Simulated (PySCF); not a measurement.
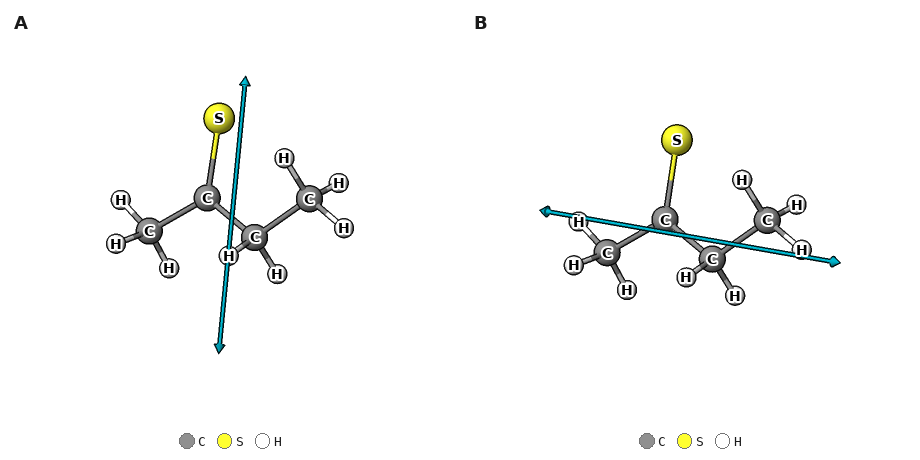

The double arrows show the directions of two transition dipoles from the ground state (lengths mean nothing). Geometry: a frame of a GFN2-xTB molecular-dynamics simulation, not a minimum. Method: TDDFT PBE0/def2-SVPD, vertical, gas phase, core orbitals frozen in the response (PySCF 2.14.0).

One belongs to singlet state 3 and one to singlet state 4. Which is which?

A: state 4, 5.70 eV (217 nm), oscillator strength 0.10, mainly HOMO−2 → LUMO (weight 0.55).
B: state 3, 5.55 eV (223 nm), oscillator strength 0.036, mainly HOMO → LUMO+1 (weight 0.98).
